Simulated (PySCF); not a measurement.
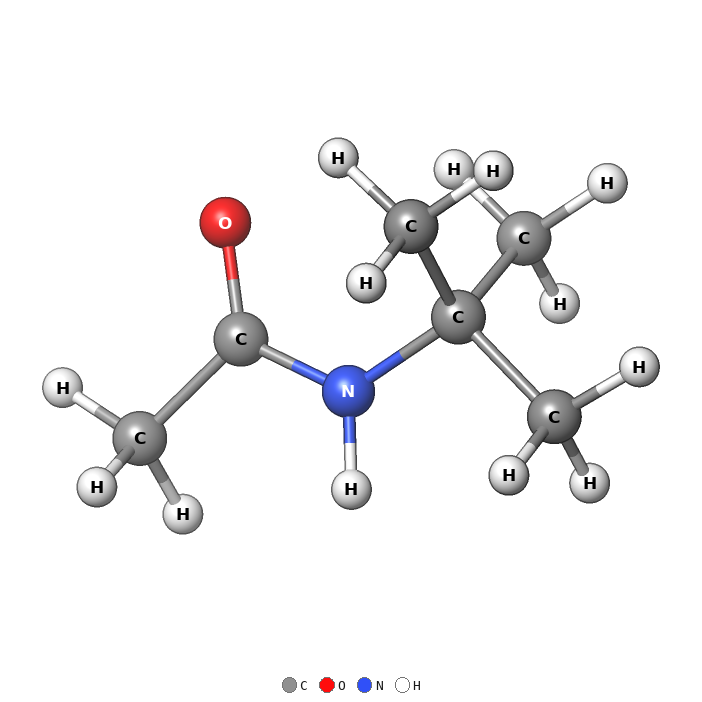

Rendered structure (ball-and-stick style). Every bond is drawn as one stick, whatever its order.

**Which formula does it have?**

C₆H₁₃NO, 21 atoms: 6 carbon, 13 hydrogen, 1 nitrogen and 1 oxygen.

**How many bonds of each kind are drawn?**

12 C–H, 4 C–C, 2 C–N, 1 C–O, 1 N–H.

**What is its SMILES?**

CC(=O)NC(C)(C)C

**Name functional groups in it.**

Among them: amide.

**Describe its rings.**

It has no ring.

More results for the same structure follow; atom numbers are the same in all pictures, views and colours differ. Computed geometry: PBE0-D3(BJ)/def2-SVP optimisation. No frequency run is at hand to confirm it as a minimum.

**NMR shielding**

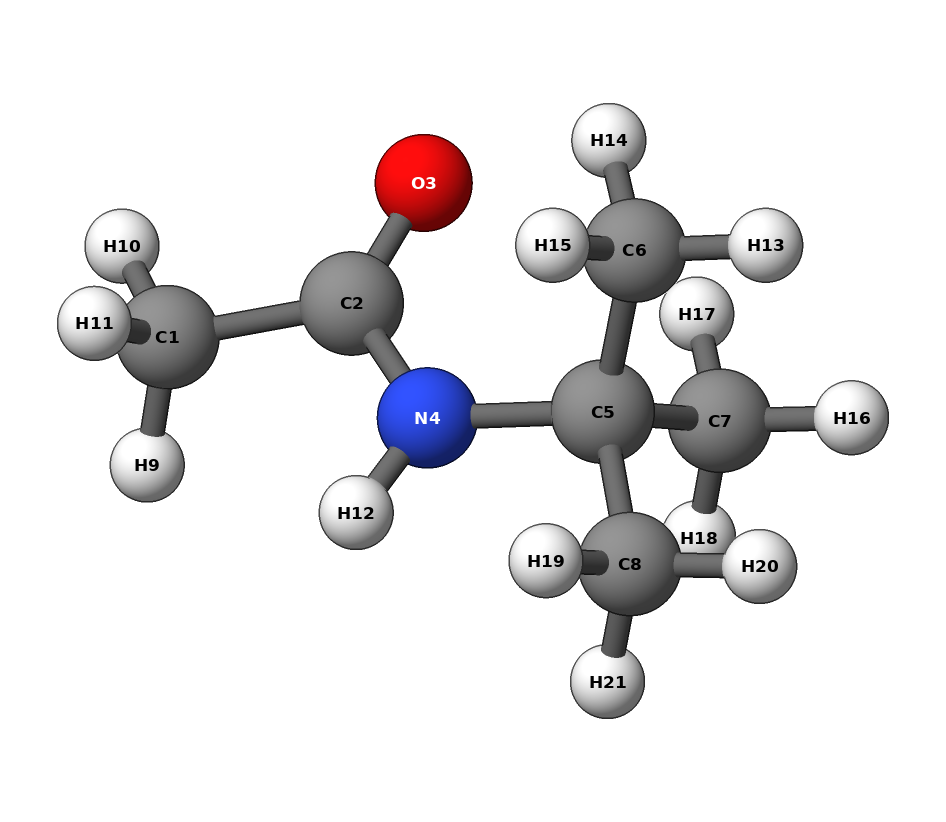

No frequency run is at hand to confirm it as a minimum. Properties computed with GIAO PBE0/pcSseg-1 NMR shielding, non-relativistic, gas phase (PySCF 2.14.0). Principal shieldings σ11 ≤ σ22 ≤ σ33, span Ω = σ33 − σ11, skew κ = 3(σiso − σ22)/Ω.

Give the shielding tensors of the O atoms.

```csv
atom,σ11,σ22,σ33,σiso,Ω,κ
O3,−455.2,−201.4,321.6,−111.6,776.8,0.35
```

Shieldings and span in ppm.

**Charges**

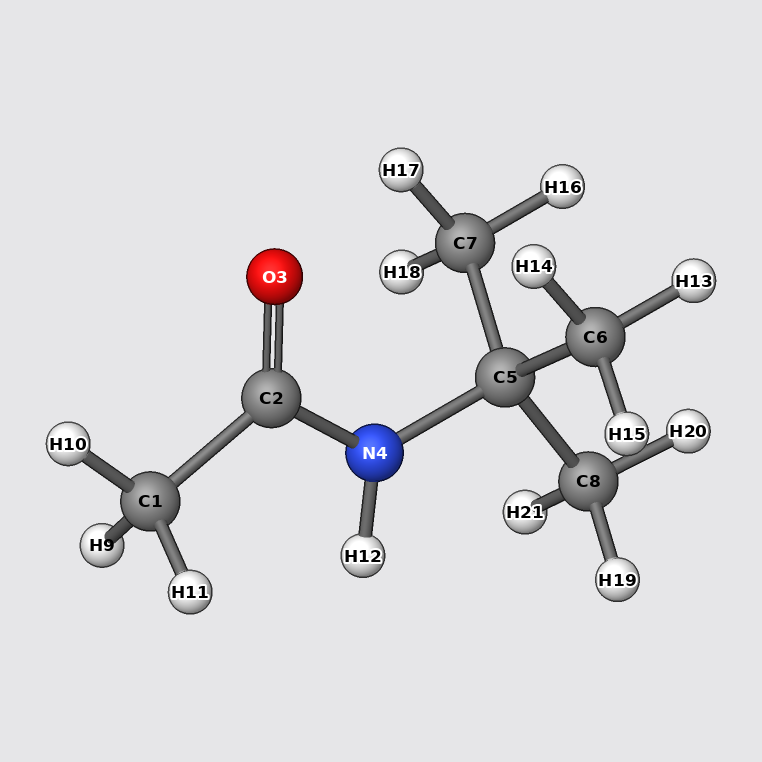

The questions are on ESP-fitted charges. No frequency run is at hand to confirm it as a minimum. Properties computed with PBE0/pcSseg-1, gas phase (PySCF 2.14.0).

Give the ESP-fitted charges atom by atom.

| atom | value (e) |
| --- | --- |
| C1 | −0.63 |
| C2 | 0.88 |
| O3 | −0.61 |
| N4 | −0.88 |
| C5 | 0.88 |
| C6 | −0.65 |
| C7 | −0.64 |
| C8 | −0.59 |
| H9 | 0.16 |
| H10 | 0.17 |
| H11 | 0.16 |
| H12 | 0.37 |
| H13 | 0.14 |
| H14 | 0.19 |
| H15 | 0.14 |
| H16 | 0.14 |
| H17 | 0.19 |
| H18 | 0.14 |
| H19 | 0.13 |
| H20 | 0.15 |
| H21 | 0.13 |

**Dipole moment**

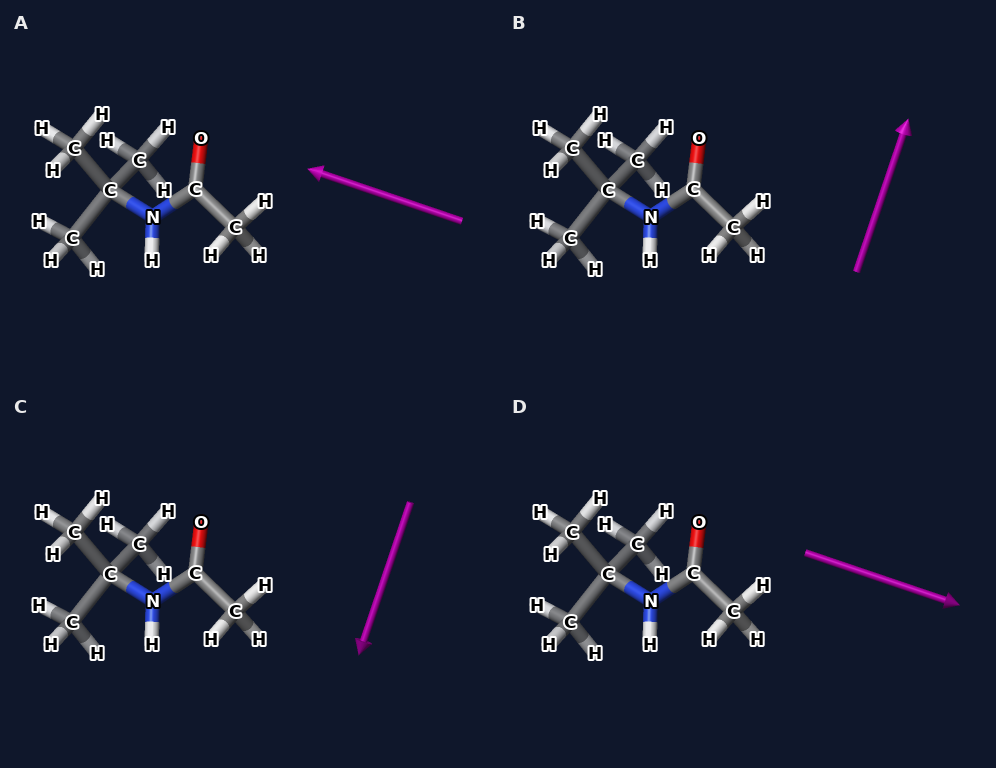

The same molecule four times, each with an arrow. No frequency run is at hand to confirm it as a minimum. Level of theory: PBE0/pcSseg-1, gas phase (PySCF 2.14.0).

**Which arrow points along the dipole moment, from the negative to the positive end?**

C. The dipole moment is 3.63 D.
